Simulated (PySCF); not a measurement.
# C5H5F3Se: excited states, first hyperpolarisability

Wanted: excited states, first hyperpolarisability for C5H5F3Se (`C[Se]C=C=CC(F)(F)F`).

Programs: PySCF 2.14.0, with routines of our own; each step states its level. All values are computed. Atoms count from 0.

### Step 1. The starting structure

14 atoms, charge 0, multiplicity 1; geometry from: GFN2-xTB.

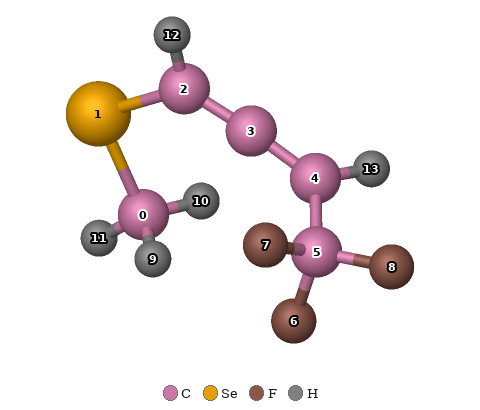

The starting geometry (carbon pink, selenium amber, fluorine brown, hydrogen grey).

### Step 2. Optimising the geometry at PBE0-D3(BJ)/def2-SVP

Job settings and geometry (Å):

```
{"job": {"xc": "PBE0", "basis": "def2-SVP", "d3": "d3bj", "grid": 2, "kind": "geom"}, "charge": 0, "multiplicity": 1}
C      1.632177     0.681254    -1.387105
Se     2.333817    -1.060989    -0.876404
C      0.815160    -1.717967     0.066138
C     -0.304747    -1.078417     0.155465
C     -1.382531    -0.354483     0.257921
C     -1.555576     0.646465     1.360670
F     -1.153277     1.881067     0.981315
F     -0.853106     0.351994     2.462516
F     -2.836938     0.773287     1.733636
H      1.355960     1.233272    -0.492105
H      0.768025     0.543682    -2.032163
H      2.419419     1.204766    -1.922377
H      0.974643    -2.689478     0.508423
H     -2.213704    -0.414924    -0.429290
```

Command:

```console
OMP_NUM_THREADS=1 python excited_run.py task.json out
```

This one command runs all jobs of the session in turn.

Log:

```text
step   0  E = -2893.12058197  max force = 0.015174
step   1  E = -2893.12232833  max force = 0.005386
step   2  E = -2893.12246316  max force = 0.001652
step   3  E = -2893.12252093  max force = 0.000812
step   4  E = -2893.12256576  max force = 0.001587
step   5  E = -2893.12261247  max force = 0.001483
step   6  E = -2893.12265678  max force = 0.000733
step   7  E = -2893.12267386  max force = 0.000477
step   8  E = -2893.12268923  max force = 0.000622
step   9  E = -2893.12269768  max force = 0.000356
optimisation converged
```

Wall time 2.7 min (1 thread of Arm Neoverse V2, shared host); peak memory 0.86 GiB.

Relaxation path:

| step | energy from step 0 (eV) | largest force component (eV/Å) |
| --- | --- | --- |
| 0 | 0.0000 | 0.7803 |
| 1 | -0.0475 | 0.2770 |
| 2 | -0.0512 | 0.0849 |
| 3 | -0.0528 | 0.0418 |
| 4 | -0.0540 | 0.0816 |
| 5 | -0.0553 | 0.0763 |
| 6 | -0.0565 | 0.0377 |
| 7 | -0.0569 | 0.0245 |
| 8 | -0.0573 | 0.0320 |
| 9 | -0.0576 | 0.0183 |

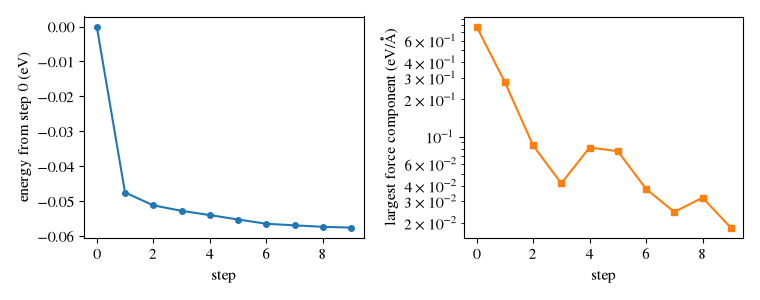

Energy and largest force along the relaxation.

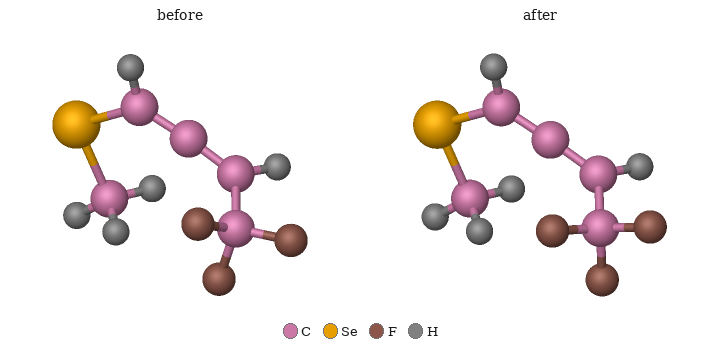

Before and after, at one scale.

Close pairs (by a distance rule), those that changed most:

| bond | before (Å) | after (Å) | change (Å) |
| --- | --- | --- | --- |
| C4–H13 | 1.080 | 1.097 | +0.016 |
| C2–H12 | 1.079 | 1.096 | +0.016 |
| C2–C3 | 1.293 | 1.306 | +0.014 |
| C5–F6 | 1.353 | 1.341 | -0.012 |
| C0–H11 | 1.086 | 1.098 | +0.011 |
| C0–H9 | 1.087 | 1.098 | +0.011 |
| C0–Se1 | 1.946 | 1.936 | -0.011 |
| C0–H10 | 1.087 | 1.098 | +0.011 |

The end geometry stands in the next job.

| at the end point | value |
| --- | --- |
| point group (found at 0.08 Å tolerance) | C1 |
| rotational constants (GHz, main isotopes) | 2.899, 0.443, 0.420 |
| dipole moment (D) | 2.01 |

### Step 3. Excited states: TDA wB97X-D/def2-TZVP

Job settings and geometry (Å):

```
{"job": {"kind": "states", "xc": "wB97X-D", "basis": "def2-TZVP", "tda": true, "soc": true, "nstates": 6, "ntriplets": 5, "nquad": 4}, "charge": 0, "multiplicity": 1}
C      1.676189     0.686099    -1.381692
Se     2.373843    -1.048876    -0.882391
C      0.839241    -1.693915     0.021297
C     -0.286845    -1.044154     0.147942
C     -1.385601    -0.341787     0.272043
C     -1.602274     0.630365     1.392007
F     -1.606506     1.890088     0.931881
F     -0.660097     0.549262     2.326312
F     -2.786214     0.428884     1.979225
H      1.331654     1.226017    -0.489291
H      0.850381     0.576469    -2.096861
H      2.503514     1.234228    -1.851257
H      0.967920    -2.688158     0.463197
H     -2.209279    -0.407453    -0.448933
```

Level: TDA wB97X-D/def2-TZVP excited states, vertical, gas phase, spin-orbit mean-field couplings.

Log:

```text
coarse grid: 61496 points
cycle   1  E = -2894.5088748628  dE =  6.491e-01  |g| = 1.027e+00  |ddm| = 3.501e+00
cycle   2  E = -2894.4801873029  dE =  2.869e-02  |g| = 1.212e+00  |ddm| = 1.107e+00
cycle   3  E = -2894.6844197156  dE = -2.042e-01  |g| = 7.530e-02  |ddm| = 5.470e-01
cycle   4  E = -2894.6852171500  dE = -7.974e-04  |g| = 3.730e-02  |ddm| = 9.389e-02
cycle   5  E = -2894.6854964665  dE = -2.793e-04  |g| = 1.193e-02  |ddm| = 4.370e-02
cycle   6  E = -2894.6855339101  dE = -3.744e-05  |g| = 3.143e-03  |ddm| = 1.461e-02
cycle   7  E = -2894.6855367921  dE = -2.882e-06  |g| = 8.104e-04  |ddm| = 6.065e-03
final grid: 130792 points
cycle   8  E = -2894.6852211803  dE = -2.555e-06  |g| = 1.161e-03  |ddm| = 1.446e-02
cycle   9  E = -2894.6852211720  dE =  8.265e-09  |g| = 1.246e-03  |ddm| = 1.996e-03
cycle  10  E = -2894.6852214507  dE = -2.787e-07  |g| = 1.105e-04  |ddm| = 7.419e-04
cycle  11  E = -2894.6852214543  dE = -3.595e-09  |g| = 6.867e-05  |ddm| = 2.376e-04
cycle  12  E = -2894.6852214555  dE = -1.180e-09  |g| = 1.264e-05  |ddm| = 9.268e-05
cycle  13  E = -2894.6852214556  dE = -7.458e-11  |g| = 7.153e-06  |ddm| = 3.422e-05
converged SCF energy = -2894.6852214556

Singlet excitations
state   eV       nm        f     d(h-e)  d(exc)  Lambda  PR(NTO)  |dmu|/D   mu/D   main configurations
  1   4.1873   296.1   0.00036   0.957   3.046   0.525   1.037    2.572    4.263   H->L 0.94
  2   5.2376   236.7   0.00090   0.166   2.755   0.527   1.122    0.991    1.622   H->L+2 0.89
  3   5.7515   215.6   0.21556   1.587   3.123   0.662   1.181    3.977    5.485   H->L+1 0.90
  4   6.3278   195.9   0.00104   0.801   2.681   0.510   1.052    1.855    1.500   H-1->L+1 0.95
  5   6.6469   186.5   0.00109   0.517   2.697   0.524   1.899                     H-2->L 0.59, H->L+4 0.19, H->L+3 0.12
  6   7.0118   176.8   0.00359   0.636   3.328   0.464   1.431                     H->L+3 0.78, H-2->L 0.16

Triplet excitations (Tamm-Dancoff)
state   eV     d(h-e)  d(exc)  Lambda  PR(NTO)   main configurations
  1   3.7746   0.848   2.964   0.524   1.048   H->L 0.91
  2   4.0459   0.632   2.630   0.680   1.116   H->L+1 0.80, H-2->L+1 0.12
  3   4.5386   0.262   2.436   0.780   1.116   H-1->L 0.84
  4   4.7865   0.223   2.670   0.526   1.122   H->L+2 0.87
  5   5.9469   0.106   2.560   0.508   2.864   H-1->L+1 0.40, H-2->L 0.27, H->L+4 0.13
S1 - T1 = 0.4127 eV

Spin-orbit couplings |<S|Hso|T>| (cm-1)
             T1       T2       T3       T4       T5
S0      578.143   76.506   31.160  624.136  321.044
S1       14.995  149.365  150.327  210.183   92.290
S2      202.299   84.228   32.835   23.980  107.391
S3      217.274   25.276    4.167  104.527  270.943
S4       30.312  187.857    9.848   15.034    9.154
S5      117.988   84.356   90.579  126.154   11.884
S6       54.667   52.991   78.108   81.626   10.179
T1 sublevels (cm-1): 0.000 2.164 15.226   radiative rates (1/s): 5.92e+03 159 2.89e+03
```

Wall time 1.9 min (1 thread of Arm Neoverse V2, shared host); peak memory 1.4 GiB.

From this job:

| quantity | value |
| --- | --- |
| S1 less T1 | 0.41 eV |

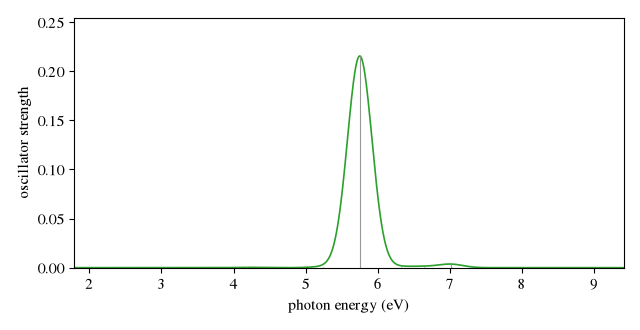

Absorption lines of the singlets. Lines are broadened to a width of 0.40 eV (Gaussian).

The fields below are evaluated on a grid from the run's orbitals.

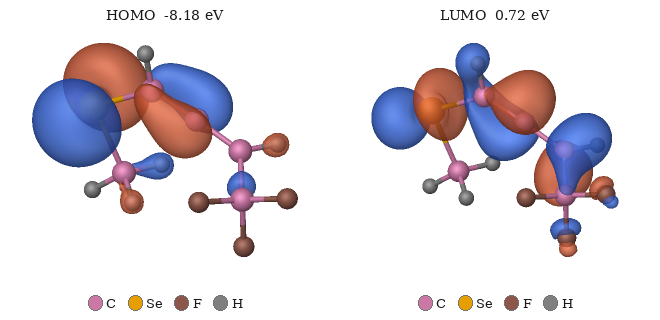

Frontier orbitals at wB97X-D/def2-TZVP; each surface holds 70 % of the orbital's density, blue and red mark the sign.

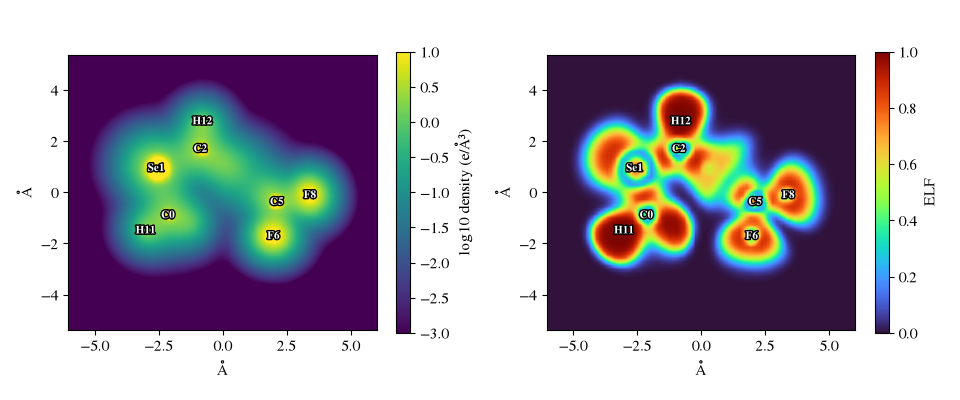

Density (left) and ELF (right) in a plane through or near 8 of the atoms.

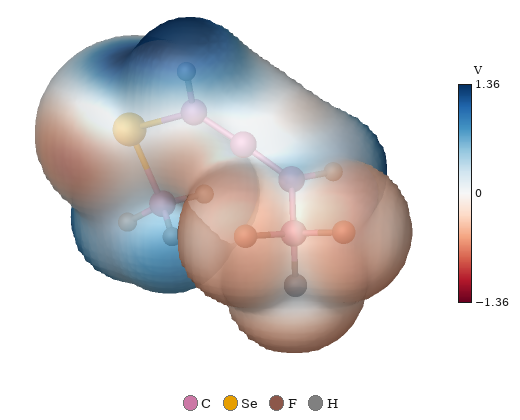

Electrostatic potential on the surface of density 0.002 e/bohr³; red is low, blue high. It runs from -0.58 V near Se1 to 1.36 V near H12.

### Step 4. Excited states: TDDFT CAM-B3LYP/aug-cc-pVDZ

Settings changed since step 3:

```diff
@@ -1,2 +1,2 @@
-{"job": {"kind": "states", "xc": "wB97X-D", "basis": "def2-TZVP", "tda": true, "soc": true, "nstates": 6, "ntriplets": 5, "nquad": 4}, "charge": 0, "multiplicity": 1}
+{"job": {"kind": "states", "xc": "CAM-B3LYP", "basis": "aug-cc-pVDZ", "tpa": true, "nstates": 8, "nquad": 6, "ntriplets": 0}, "charge": 0, "multiplicity": 1}
 C      1.676189     0.686099    -1.381692
```

With the program's defaults for keys left out, this is: TDDFT CAM-B3LYP/aug-cc-pVDZ excited states, vertical, gas phase, two-photon moments by quadratic response.

Log:

```text
coarse grid: 61496 points
cycle   1  E = -2894.3922670562  dE =  6.812e-01  |g| = 8.999e-01  |ddm| = 1.038e+01
cycle   2  E = -2894.3394824408  dE =  5.278e-02  |g| = 1.145e+00  |ddm| = 3.074e+00
cycle   3  E = -2894.5447668602  dE = -2.053e-01  |g| = 6.667e-02  |ddm| = 1.668e+00
cycle   4  E = -2894.5454401411  dE = -6.733e-04  |g| = 4.002e-02  |ddm| = 2.378e-01
cycle   5  E = -2894.5458121583  dE = -3.720e-04  |g| = 1.187e-02  |ddm| = 1.088e-01
cycle   6  E = -2894.5458486917  dE = -3.653e-05  |g| = 2.781e-03  |ddm| = 3.010e-02
cycle   7  E = -2894.5458508180  dE = -2.126e-06  |g| = 5.935e-04  |ddm| = 8.117e-03
final grid: 130792 points
cycle   8  E = -2894.5457958753  dE = -9.087e-08  |g| = 6.277e-04  |ddm| = 7.645e-03
cycle   9  E = -2894.5457958494  dE =  2.589e-08  |g| = 7.352e-04  |ddm| = 2.677e-03
cycle  10  E = -2894.5457959619  dE = -1.125e-07  |g| = 6.285e-05  |ddm| = 1.408e-03
cycle  11  E = -2894.5457959631  dE = -1.178e-09  |g| = 2.008e-05  |ddm| = 1.972e-04
cycle  12  E = -2894.5457959633  dE = -1.801e-10  |g| = 8.251e-06  |ddm| = 9.360e-05
converged SCF energy = -2894.5457959633

Singlet excitations
state   eV       nm        f     d(h-e)  d(exc)  Lambda  PR(NTO)  |dmu|/D   mu/D   delta(TPA)   sigma/GM   main configurations
  1   4.0954   302.7   0.00113   0.877   3.135   0.481   1.043    2.227    4.037        2.93      0.018   H->L 0.87
  2   4.9296   251.5   0.00125   0.237   3.239   0.339   1.071    1.891    1.714        5.56      0.050   H->L+2 0.40, H->L+1 0.27, H->L+8 0.10
  3   5.5089   225.1   0.11185   1.230   3.881   0.380   1.108    3.137    4.291      158.35      1.761   H->L+1 0.41, H->L+2 0.21, H->L+4 0.20
  4   5.5748   222.4   0.09951   0.756   3.753   0.454   1.096    1.986    2.281       98.93      1.126   H->L+3 0.62, H->L+1 0.12, H->L+4 0.10
  5   6.0822   203.8   0.01771   0.670   3.924   0.374   1.323    4.627    3.677      148.15      2.008   H->L+6 0.26, H->L+4 0.19, H->L+5 0.15
  6   6.2816   197.4   0.00168   0.721   2.887   0.392   1.140    1.748    1.338        4.55      0.066   H-1->L+3 0.46, H-1->L+4 0.29
  7   6.4138   193.3   0.00801   1.416   4.783   0.362   1.038                                            H->L+5 0.40, H->L+4 0.29, H->L+3 0.15
  8   6.5468   189.4   0.00139   0.629   4.180   0.396   1.954                                            H-2->L 0.29, H->L+2 0.17, H->L+8 0.13
```

Wall time 1.8 min (1 thread of Arm Neoverse V2, shared host); peak memory 1.2 GiB.

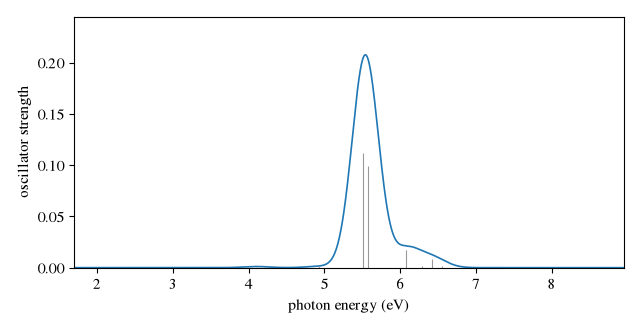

Absorption lines of the singlets. Lines are broadened to a width of 0.40 eV (Gaussian).

### Step 5. First hyperpolarisability: quadratic response CAM-B3LYP/aug-cc-pVDZ

Settings changed since step 4:

```diff
@@ -1,2 +1,2 @@
-{"job": {"kind": "states", "xc": "CAM-B3LYP", "basis": "aug-cc-pVDZ", "tpa": true, "nstates": 8, "nquad": 6, "ntriplets": 0}, "charge": 0, "multiplicity": 1}
+{"job": {"kind": "beta", "xc": "CAM-B3LYP", "basis": "aug-cc-pVDZ"}, "charge": 0, "multiplicity": 1}
 C      1.676189     0.686099    -1.381692
```

With the program's defaults for keys left out, this is: quadratic response CAM-B3LYP/aug-cc-pVDZ first hyperpolarisability, Taylor convention, gas phase.

Log:

```text
coarse grid: 61496 points
cycle   1  E = -2894.3922670562  dE =  6.812e-01  |g| = 8.999e-01  |ddm| = 1.038e+01
cycle   2  E = -2894.3394824408  dE =  5.278e-02  |g| = 1.145e+00  |ddm| = 3.074e+00
cycle   3  E = -2894.5447668602  dE = -2.053e-01  |g| = 6.667e-02  |ddm| = 1.668e+00
cycle   4  E = -2894.5454401411  dE = -6.733e-04  |g| = 4.002e-02  |ddm| = 2.378e-01
cycle   5  E = -2894.5458121583  dE = -3.720e-04  |g| = 1.187e-02  |ddm| = 1.088e-01
cycle   6  E = -2894.5458486917  dE = -3.653e-05  |g| = 2.781e-03  |ddm| = 3.010e-02
cycle   7  E = -2894.5458508180  dE = -2.126e-06  |g| = 5.935e-04  |ddm| = 8.117e-03
final grid: 130792 points
cycle   8  E = -2894.5457958753  dE = -9.087e-08  |g| = 6.277e-04  |ddm| = 7.645e-03
cycle   9  E = -2894.5457958494  dE =  2.589e-08  |g| = 7.352e-04  |ddm| = 2.677e-03
cycle  10  E = -2894.5457959619  dE = -1.125e-07  |g| = 6.285e-05  |ddm| = 1.408e-03
cycle  11  E = -2894.5457959631  dE = -1.178e-09  |g| = 2.008e-05  |ddm| = 1.972e-04
cycle  12  E = -2894.5457959633  dE = -1.801e-10  |g| = 8.251e-06  |ddm| = 9.360e-05
converged SCF energy = -2894.5457959633

Lowest singlets (eV, f): 4.0954 0.0011  4.9296 0.0013  5.5089 0.1119

First hyperpolarisability (au)
process     nm      |vector|   parallel      HRS      DR
static         -      282.44    -112.17     117.19   4.965
shg       1907.0      291.17    -113.95      122.5   4.742
eope      1907.0      285.30    -112.78          -       -
shg       1064.0      312.17    -117.07     136.47   4.246
eope      1064.0      291.80    -114.07          -       -
```

Wall time 95 s (1 thread of Arm Neoverse V2, shared host); peak memory 1.2 GiB.

### Step 6. Excited states: TDA wB97X-D/def2-TZVP in acetonitrile

Settings changed since step 5:

```diff
@@ -1,2 +1,2 @@
-{"job": {"kind": "beta", "xc": "CAM-B3LYP", "basis": "aug-cc-pVDZ"}, "charge": 0, "multiplicity": 1}
+{"job": {"kind": "states", "xc": "wB97X-D", "basis": "def2-TZVP", "tda": true, "soc": true, "nstates": 6, "ntriplets": 5, "nquad": 4, "solvent": "acetonitrile"}, "charge": 0, "multiplicity": 1}
 C      1.676189     0.686099    -1.381692
```

Level: TDA wB97X-D/def2-TZVP excited states, vertical, IEF-PCM acetonitrile (non-equilibrium response), spin-orbit mean-field couplings.

Log:

```text
coarse grid: 61496 points
cycle   1  E = -2894.5201493699  dE =  6.382e-01  |g| = 1.017e+00  |ddm| = 3.498e+00
cycle   2  E = -2894.5005628082  dE =  1.959e-02  |g| = 1.176e+00  |ddm| = 1.035e+00
cycle   3  E = -2894.6917126698  dE = -1.911e-01  |g| = 6.817e-02  |ddm| = 5.018e-01
cycle   4  E = -2894.6924306474  dE = -7.180e-04  |g| = 3.239e-02  |ddm| = 9.074e-02
cycle   5  E = -2894.6926386815  dE = -2.080e-04  |g| = 8.818e-03  |ddm| = 4.264e-02
cycle   6  E = -2894.6926602211  dE = -2.154e-05  |g| = 2.910e-03  |ddm| = 1.460e-02
cycle   7  E = -2894.6926627879  dE = -2.567e-06  |g| = 7.045e-04  |ddm| = 6.319e-03
final grid: 130792 points
cycle   8  E = -2894.6923494972  dE = -2.528e-06  |g| = 1.008e-03  |ddm| = 1.429e-02
cycle   9  E = -2894.6923495171  dE = -1.987e-08  |g| = 1.042e-03  |ddm| = 1.714e-03
cycle  10  E = -2894.6923497123  dE = -1.951e-07  |g| = 9.488e-05  |ddm| = 6.174e-04
cycle  11  E = -2894.6923497155  dE = -3.188e-09  |g| = 4.911e-05  |ddm| = 2.478e-04
cycle  12  E = -2894.6923497161  dE = -6.175e-10  |g| = 1.036e-05  |ddm| = 8.000e-05
converged SCF energy = -2894.6923497161

Singlet excitations
state   eV       nm        f     d(h-e)  d(exc)  Lambda  PR(NTO)  |dmu|/D   mu/D   main configurations
  1   4.2402   292.4   0.00046   0.971   3.050   0.527   1.037    2.994    4.877   H->L 0.94
  2   5.3611   231.3   0.00124   0.197   2.733   0.531   1.136    1.135    1.993   H->L+2 0.89
  3   5.7436   215.9   0.30361   1.578   3.103   0.662   1.131    4.574    6.262   H->L+1 0.92
  4   6.3392   195.6   0.00185   0.820   2.677   0.512   1.044    2.201    2.047   H-1->L+1 0.95
  5   6.7000   185.1   0.00248   0.605   2.721   0.539   1.658                     H-2->L 0.68, H->L+4 0.17
  6   7.1747   172.8   0.26077   0.443   3.225   0.544   1.705                     H->L+3 0.68, H-1->L 0.21

Triplet excitations (Tamm-Dancoff)
state   eV     d(h-e)  d(exc)  Lambda  PR(NTO)   main configurations
  1   3.8359   0.872   2.970   0.527   1.048   H->L 0.91
  2   4.0941   0.597   2.615   0.685   1.134   H->L+1 0.79, H-2->L+1 0.12
  3   4.5503   0.256   2.439   0.781   1.135   H-1->L 0.84
  4   4.9275   0.238   2.651   0.530   1.134   H->L+2 0.87
  5   5.9934   0.402   2.598   0.515   2.018   H-1->L+1 0.64, H-2->L 0.17, H->L+4 0.08
S1 - T1 = 0.4043 eV

Spin-orbit couplings |<S|Hso|T>| (cm-1)
             T1       T2       T3       T4       T5
S0      563.776   80.729   29.288  621.469  216.843
S1       17.328  150.111  145.841  205.032   70.881
S2      198.242   81.482   30.167   21.355   81.347
S3      191.296   24.754    4.048  104.490  284.873
S4       34.478  184.724    8.941   14.436   10.483
S5      103.946   72.368  102.108  114.203   14.579
S6      148.234   77.346   51.131   88.172   63.924
T1 sublevels (cm-1): 0.000 1.865 15.011   radiative rates (1/s): 9.71e+03 132 7.2e+03
```

Wall time 1.8 min (1 thread of Arm Neoverse V2, shared host); peak memory 1.4 GiB.

Key values:

| quantity | value |
| --- | --- |
| S1 less T1 | 0.40 eV |

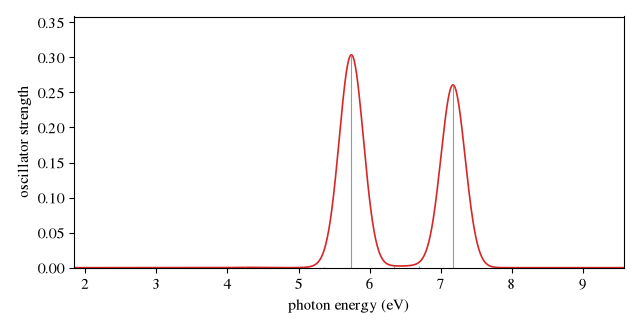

Absorption lines of the singlets. Lines are broadened to a width of 0.40 eV (Gaussian).

### Step 7. Outcome

| quantity | value |
| --- | --- |
| point group | C1 |
| rotational constants (main isotopes) | 2.90, 0.44, 0.42 GHz |
| S1 less T1 (step 3, TDA wB97X-D/def2-TZVP) | 0.41 eV |
| surface potential, least and greatest | -0.58 V and 1.36 V |
| β vector (step 5, quadratic response CAM-B3LYP/aug-cc-pVDZ) | static 282, SHG 1907.0 nm 291, SHG 1064.0 nm 312 au |
| S1 less T1 (step 6, TDA wB97X-D/def2-TZVP in acetonitrile) | 0.40 eV |

In words: Relaxing lowered the energy by 0.058 eV in 9 steps; the close pair that moved most is C4–H13, from 1.080 to 1.097 Å. Scalar relativity is left out for the heavy atoms. In step 3, the number of triplets below S1 is 2, and the largest singlet-triplet spin-orbit coupling is S0–T4, 624.14 cm⁻¹. Steps that list no spin-orbit terms leave them out, which matters at and beside the heavy atoms. β grows from 282 au (static) to 312 au for doubling at 1064.0 nm: normal dispersion, which grows as twice the photon energy moves toward the bright states. In step 6, the number of triplets below S1 is 2, and the largest singlet-triplet spin-orbit coupling is S0–T4, 621.47 cm⁻¹.
